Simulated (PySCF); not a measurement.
Geometry relaxation, with input and output: B2H5 (charge −1) (part 4 of 4)

B2H5, charge −1, SMILES B[BH3-]; MP2/STO-3G, RHF (PySCF 2.14.0). The geometry comes from this level: GFN2-xTB.

Geometry of the input (Å):
```
B  0.2100  -0.8136  0.4743
B  -0.1199  0.6135  -0.3494
H  1.2622  -1.1283  0.9690
H  -0.6063  -1.6782  0.6575
H  -0.5315  0.3716  -1.4951
H  -1.0422  1.2301  0.2075
H  0.8278  1.4050  -0.4638
```

## Trajectory as extended XYZ (Å, eV, eV/Å), 26 frames, from step=0 to step=25
```
7
Properties=species:S:1:pos:R:3:forces:R:3 step=0 energy=-1402.94616
B     0.2100   -0.8136    0.4743    0.0746  -0.3028   0.2091
B    -0.1199    0.6135   -0.3494   -0.4460   1.7828  -1.0526
H     1.2622   -1.1283    0.9690   -0.3748   0.0725  -0.1638
H    -0.6063   -1.6782    0.6575    0.2803   0.2586  -0.0528
H    -0.5315    0.3716   -1.4951    0.4140  -0.0349   1.1530
H    -1.0422    1.2301    0.2075    0.8652  -0.7957  -0.3446
H     0.8278    1.4050   -0.4638   -0.8134  -0.9804   0.2517
7
Properties=species:S:1:pos:R:3:forces:R:3 step=1 energy=-1403.06439
B     0.2078   -0.7898    0.4635   -0.0244  -0.0245  -0.0058
B    -0.1245    0.6341   -0.3614    0.0222   0.0298  -0.0094
H     1.2393   -1.1129    0.9538    0.1151  -0.0088   0.0456
H    -0.5981   -1.6430    0.6413   -0.0870  -0.0773   0.0137
H    -0.5147    0.3583   -1.4458   -0.0656  -0.0895  -0.1642
H    -1.0081    1.1886    0.2012   -0.1509   0.0570   0.1194
H     0.7982    1.3646   -0.4526    0.1907   0.1134   0.0006
7
Properties=species:S:1:pos:R:3:forces:R:3 step=2 energy=-1403.06769
B     0.2052   -0.7928    0.4636    0.0275   0.0071   0.0061
B    -0.1244    0.6375   -0.3631   -0.0187   0.0158  -0.0154
H     1.2438   -1.1090    0.9539   -0.0184  -0.0199   0.0056
H    -0.6026   -1.6495    0.6430    0.0144   0.0090  -0.0013
H    -0.5169    0.3541   -1.4527    0.0043   0.0091   0.0093
H    -1.0137    1.1908    0.2071    0.0113  -0.0013  -0.0077
H     0.8085    1.3690   -0.4518   -0.0204  -0.0198   0.0033
7
Properties=species:S:1:pos:R:3:forces:R:3 step=3 energy=-1403.06771
B     0.2089   -0.7913    0.4640   -0.0224  -0.0216   0.0037
B    -0.1251    0.6383   -0.3639    0.0148   0.0059   0.0003
H     1.2430   -1.1163    0.9578    0.0059   0.0245  -0.0089
H    -0.6007   -1.6463    0.6417   -0.0063  -0.0008  -0.0027
H    -0.5180    0.3544   -1.4531    0.0055   0.0002   0.0134
H    -1.0145    1.1909    0.2069    0.0114  -0.0084  -0.0025
H     0.8064    1.3703   -0.4534   -0.0089   0.0002  -0.0034
7
Properties=species:S:1:pos:R:3:forces:R:3 step=4 energy=-1403.06781
B     0.2071   -0.7921    0.4638    0.0001   0.0018  -0.0012
B    -0.1247    0.6379   -0.3636   -0.0011  -0.0040   0.0000
H     1.2431   -1.1125    0.9562    0.0001   0.0005   0.0016
H    -0.6014   -1.6479    0.6420   -0.0001  -0.0005  -0.0008
H    -0.5174    0.3546   -1.4526   -0.0014  -0.0002  -0.0013
H    -1.0134    1.1907    0.2070   -0.0012   0.0008   0.0021
H     0.8067    1.3693   -0.4529    0.0037   0.0017  -0.0003
7
Properties=species:S:1:pos:R:3:forces:R:3 step=5 energy=-1403.06781
B     0.2071   -0.7921    0.4638    0.0003  -0.0003   0.0001
B    -0.1247    0.6378   -0.3637    0.0008   0.0000  -0.0014
H     1.2430   -1.1122    0.9566   -0.0005   0.0005   0.0015
H    -0.6013   -1.6480    0.6417    0.0003  -0.0006  -0.0008
H    -0.5177    0.3546   -1.4526   -0.0008   0.0007   0.0003
H    -1.0133    1.1907    0.2073    0.0005   0.0002   0.0008
H     0.8070    1.3692   -0.4530   -0.0005  -0.0005  -0.0005
7
Properties=species:S:1:pos:R:3:forces:R:3 step=6 energy=-1403.06782
B     0.2071   -0.7921    0.4636    0.0003  -0.0031   0.0017
B    -0.1247    0.6376   -0.3640    0.0030   0.0055  -0.0035
H     1.2425   -1.1113    0.9583   -0.0015   0.0008   0.0013
H    -0.6010   -1.6486    0.6404    0.0012  -0.0004  -0.0009
H    -0.5189    0.3550   -1.4527    0.0001   0.0020   0.0031
H    -1.0125    1.1906    0.2082    0.0032  -0.0010  -0.0009
H     0.8074    1.3688   -0.4537   -0.0062  -0.0038  -0.0007
7
Properties=species:S:1:pos:R:3:forces:R:3 step=7 energy=-1403.06786
B     0.2074   -0.7923    0.4628    0.0002  -0.0118   0.0062
B    -0.1243    0.6366   -0.3656    0.0101   0.0223  -0.0099
H     1.2399   -1.1069    0.9663   -0.0047   0.0020   0.0011
H    -0.5992   -1.6513    0.6344    0.0039  -0.0002  -0.0015
H    -0.5243    0.3570   -1.4531    0.0027   0.0059   0.0118
H    -1.0087    1.1900    0.2126    0.0117  -0.0043  -0.0063
H     0.8092    1.3669   -0.4574   -0.0239  -0.0139  -0.0014
7
Properties=species:S:1:pos:R:3:forces:R:3 step=8 energy=-1403.06789
B     0.2073   -0.7927    0.4630   -0.0001   0.0039  -0.0026
B    -0.1241    0.6368   -0.3657   -0.0014  -0.0041  -0.0012
H     1.2395   -1.1068    0.9673    0.0000   0.0009   0.0035
H    -0.5988   -1.6521    0.6339    0.0003  -0.0011  -0.0021
H    -0.5245    0.3578   -1.4527   -0.0025  -0.0005  -0.0009
H    -1.0077    1.1903    0.2124   -0.0008   0.0006   0.0035
H     0.8082    1.3668   -0.4582    0.0046   0.0004  -0.0003
7
Properties=species:S:1:pos:R:3:forces:R:3 step=9 energy=-1403.06790
B     0.2074   -0.7926    0.4628   -0.0004   0.0012  -0.0011
B    -0.1241    0.6367   -0.3659   -0.0004  -0.0047  -0.0013
H     1.2392   -1.1063    0.9683   -0.0002   0.0018   0.0032
H    -0.5985   -1.6524    0.6330    0.0000  -0.0014  -0.0020
H    -0.5252    0.3579   -1.4526   -0.0025   0.0003  -0.0010
H    -1.0072    1.1903    0.2129   -0.0007   0.0010   0.0033
H     0.8084    1.3664   -0.4586    0.0043   0.0019  -0.0011
7
Properties=species:S:1:pos:R:3:forces:R:3 step=10 energy=-1403.06816
B     0.2080   -0.7916    0.4605   -0.0003  -0.0385   0.0202
B    -0.1235    0.6351   -0.3698    0.0130  -0.0152  -0.0033
H     1.2312   -1.0940    0.9904   -0.0076   0.0125  -0.0007
H    -0.5921   -1.6598    0.6145   -0.0008  -0.0045  -0.0018
H    -0.5400    0.3618   -1.4518   -0.0025   0.0149  -0.0008
H    -0.9962    1.1899    0.2243    0.0025   0.0079   0.0006
H     0.8128    1.3586   -0.4682   -0.0042   0.0229  -0.0141
7
Properties=species:S:1:pos:R:3:forces:R:3 step=11 energy=-1403.06828
B     0.2069   -0.7942    0.4611    0.0099   0.0204  -0.0078
B    -0.1225    0.6345   -0.3701   -0.0079  -0.0152  -0.0062
H     1.2306   -1.0921    0.9919   -0.0056  -0.0066   0.0105
H    -0.5922   -1.6635    0.6151    0.0049   0.0028  -0.0043
H    -0.5407    0.3644   -1.4522   -0.0044   0.0033  -0.0014
H    -0.9943    1.1903    0.2245   -0.0005   0.0018   0.0072
H     0.8123    1.3605   -0.4703    0.0035  -0.0064   0.0020
7
Properties=species:S:1:pos:R:3:forces:R:3 step=12 energy=-1403.06834
B     0.2081   -0.7939    0.4610   -0.0058   0.0073  -0.0078
B    -0.1226    0.6342   -0.3707    0.0040  -0.0010  -0.0063
H     1.2296   -1.0932    0.9952    0.0025   0.0070   0.0070
H    -0.5912   -1.6630    0.6133   -0.0011  -0.0018  -0.0049
H    -0.5423    0.3653   -1.4525   -0.0034  -0.0017   0.0033
H    -0.9935    1.1900    0.2255    0.0019  -0.0032   0.0077
H     0.8119    1.3606   -0.4718    0.0020  -0.0065   0.0010
7
Properties=species:S:1:pos:R:3:forces:R:3 step=13 energy=-1403.06849
B     0.2088   -0.7934    0.4601   -0.0119  -0.0123   0.0009
B    -0.1223    0.6331   -0.3722    0.0116   0.0175  -0.0103
H     1.2272   -1.0902    1.0017    0.0027   0.0126   0.0050
H    -0.5897   -1.6639    0.6086   -0.0018  -0.0078  -0.0045
H    -0.5464    0.3671   -1.4530   -0.0038  -0.0016   0.0080
H    -0.9903    1.1887    0.2292    0.0053  -0.0053   0.0039
H     0.8127    1.3587   -0.4744   -0.0021  -0.0032  -0.0030
7
Properties=species:S:1:pos:R:3:forces:R:3 step=14 energy=-1403.06987
B     0.2141   -0.7919    0.4527   -0.0706  -0.1204   0.0364
B    -0.1192    0.6235   -0.3867    0.0728   0.1291  -0.0176
H     1.1998   -1.0587    1.0659    0.0078   0.0553  -0.0074
H    -0.5721   -1.6782    0.5629   -0.0027  -0.0478  -0.0046
H    -0.5870    0.3863   -1.4553   -0.0057  -0.0140   0.0345
H    -0.9560    1.1775    0.2635    0.0237  -0.0171  -0.0139
H     0.8205    1.3415   -0.5031   -0.0253   0.0148  -0.0274
7
Properties=species:S:1:pos:R:3:forces:R:3 step=15 energy=-1403.07102
B     0.2200   -0.7901    0.4429   -0.1735  -0.2326   0.0581
B    -0.1152    0.6102   -0.4067    0.1747   0.2575   0.0080
H     1.1511   -1.0099    1.1527    0.0169   0.1054  -0.0351
H    -0.5408   -1.7020    0.4992    0.0044  -0.0977   0.0015
H    -0.6432    0.4142   -1.4540   -0.0019  -0.0474   0.0588
H    -0.9029    1.1612    0.3102    0.0355  -0.0285  -0.0353
H     0.8309    1.3164   -0.5443   -0.0561   0.0433  -0.0560
7
Properties=species:S:1:pos:R:3:forces:R:3 step=16 energy=-1403.07341
B     0.2167   -0.7908    0.4403   -0.1222  -0.2125   0.0798
B    -0.1132    0.6096   -0.4085    0.1270   0.2165  -0.0050
H     1.1419   -0.9964    1.1618    0.0082   0.0759  -0.0262
H    -0.5359   -1.7102    0.4905    0.0075  -0.0831  -0.0030
H    -0.6499    0.4158   -1.4514   -0.0053  -0.0221   0.0480
H    -0.8937    1.1596    0.3175    0.0342  -0.0171  -0.0423
H     0.8341    1.3125   -0.5503   -0.0495   0.0423  -0.0513
7
Properties=species:S:1:pos:R:3:forces:R:3 step=17 energy=-1403.07747
B     0.2082   -0.7968    0.4276   -0.0341  -0.0972   0.0572
B    -0.1028    0.5992   -0.4295    0.0190   0.0881   0.0501
H     1.0530   -0.9121    1.2590    0.0071   0.0018  -0.0327
H    -0.4791   -1.7682    0.4140    0.0130  -0.0288   0.0004
H    -0.7164    0.4485   -1.4339    0.0054  -0.0122   0.0038
H    -0.8124    1.1453    0.3727    0.0042   0.0232  -0.0552
H     0.8494    1.2841   -0.6098   -0.0147   0.0250  -0.0235
7
Properties=species:S:1:pos:R:3:forces:R:3 step=18 energy=-1403.07413
B     0.1954   -0.8044    0.4432    0.2269   0.1424  -0.0419
B    -0.1051    0.6177   -0.4053   -0.2370  -0.1920  -0.0151
H     1.1221   -0.9654    1.1730   -0.0416  -0.0760   0.0642
H    -0.5190   -1.7579    0.4754   -0.0030   0.0810  -0.0224
H    -0.6599    0.4161   -1.4359   -0.0100   0.0577  -0.0370
H    -0.8735    1.1789    0.3203   -0.0039   0.0430   0.0147
H     0.8401    1.3150   -0.5708    0.0686  -0.0560   0.0376
7
Properties=species:S:1:pos:R:3:forces:R:3 step=19 energy=-1403.07970
B     0.2066   -0.7994    0.4376    0.0121  -0.0085   0.0163
B    -0.1078    0.6093   -0.4140   -0.0329   0.0112   0.0065
H     1.1016   -0.9543    1.2073   -0.0041  -0.0024   0.0063
H    -0.5053   -1.7535    0.4516    0.0081  -0.0050  -0.0124
H    -0.6815    0.4284   -1.4379   -0.0028   0.0039  -0.0009
H    -0.8558    1.1685    0.3380    0.0131   0.0073  -0.0113
H     0.8422    1.3010   -0.5827    0.0064  -0.0067  -0.0044
7
Properties=species:S:1:pos:R:3:forces:R:3 step=20 energy=-1403.08018
B     0.2062   -0.7996    0.4357    0.0036  -0.0180   0.0055
B    -0.1075    0.6067   -0.4182   -0.0189   0.0180   0.0214
H     1.0808   -0.9371    1.2316   -0.0014  -0.0008  -0.0011
H    -0.4892   -1.7658    0.4310    0.0064  -0.0061  -0.0040
H    -0.6982    0.4356   -1.4338    0.0013  -0.0035  -0.0009
H    -0.8376    1.1684    0.3500    0.0057   0.0122  -0.0155
H     0.8455    1.2918   -0.5964    0.0033  -0.0017  -0.0054
7
Properties=species:S:1:pos:R:3:forces:R:3 step=21 energy=-1403.08039
B     0.2055   -0.8003    0.4364    0.0031  -0.0046   0.0037
B    -0.1088    0.6073   -0.4170   -0.0178   0.0090   0.0156
H     1.0781   -0.9351    1.2350   -0.0005  -0.0036  -0.0008
H    -0.4843   -1.7705    0.4263    0.0054  -0.0034  -0.0033
H    -0.7007    0.4353   -1.4318    0.0011  -0.0028  -0.0024
H    -0.8359    1.1744    0.3496    0.0042   0.0081  -0.0102
H     0.8462    1.2889   -0.5986    0.0044  -0.0028  -0.0026
7
Properties=species:S:1:pos:R:3:forces:R:3 step=22 energy=-1403.08061
B     0.2042   -0.8008    0.4389    0.0028   0.0036  -0.0057
B    -0.1126    0.6093   -0.4133   -0.0020  -0.0051   0.0003
H     1.0760   -0.9346    1.2386   -0.0007  -0.0001   0.0019
H    -0.4753   -1.7782    0.4183   -0.0001   0.0013   0.0004
H    -0.7038    0.4330   -1.4281   -0.0001   0.0000   0.0001
H    -0.8356    1.1885    0.3465   -0.0011   0.0020   0.0017
H     0.8472    1.2829   -0.6009    0.0012  -0.0017   0.0013
7
Properties=species:S:1:pos:R:3:forces:R:3 step=23 energy=-1403.08061
B     0.2043   -0.8009    0.4386   -0.0009   0.0017   0.0001
B    -0.1128    0.6091   -0.4135   -0.0004  -0.0003   0.0002
H     1.0743   -0.9332    1.2404    0.0003  -0.0004  -0.0001
H    -0.4739   -1.7791    0.4167    0.0004  -0.0003  -0.0001
H    -0.7051    0.4334   -1.4277    0.0000  -0.0002  -0.0003
H    -0.8344    1.1889    0.3473    0.0003  -0.0003   0.0001
H     0.8475    1.2818   -0.6018    0.0003  -0.0002   0.0002
7
Properties=species:S:1:pos:R:3:forces:R:3 step=24 energy=-1403.08061
B     0.2043   -0.8008    0.4386   -0.0001   0.0001  -0.0003
B    -0.1129    0.6091   -0.4135    0.0000  -0.0001   0.0001
H     1.0743   -0.9332    1.2404    0.0000   0.0000   0.0000
H    -0.4738   -1.7792    0.4166    0.0000   0.0000   0.0001
H    -0.7051    0.4334   -1.4277    0.0000   0.0000   0.0000
H    -0.8344    1.1890    0.3473   -0.0001   0.0001   0.0000
H     0.8476    1.2817   -0.6018    0.0000   0.0000   0.0000
7
Properties=species:S:1:pos:R:3:forces:R:3 step=25 energy=-1403.08061
B     0.2043   -0.8008    0.4386    0.0000   0.0000   0.0000
B    -0.1129    0.6091   -0.4135    0.0000   0.0000   0.0000
H     1.0744   -0.9332    1.2403    0.0000   0.0000   0.0000
H    -0.4738   -1.7792    0.4167    0.0000   0.0000   0.0000
H    -0.7051    0.4333   -1.4277    0.0000   0.0000   0.0000
H    -0.8344    1.1890    0.3473    0.0000   0.0000   0.0000
H     0.8476    1.2817   -0.6017    0.0000   0.0000   0.0000
```

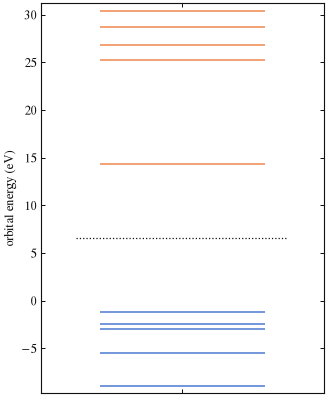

Fig. 1: Orbital energies near the frontier (SCF reference); the dotted line parts filled from empty levels, and levels within 0.02 eV of each other stand side by side. Highest filled −1.22 eV, lowest empty 14.36 eV, 15.58 eV apart.

## Results in brief

- outcome: converged
- total energy: −51.562261 hartree
- SCF energy: −51.487207 hartree
- correlation energy: −0.075054 hartree
- basis functions: 15
- HOMO of the SCF reference: −1.22 eV
- LUMO of the SCF reference: 14.36 eV
- wall time: 4.5 s
- peak memory: 0.13 GiB

## Notes

The record of the run, not the program, notes: dipole of an ion depends on the origin.
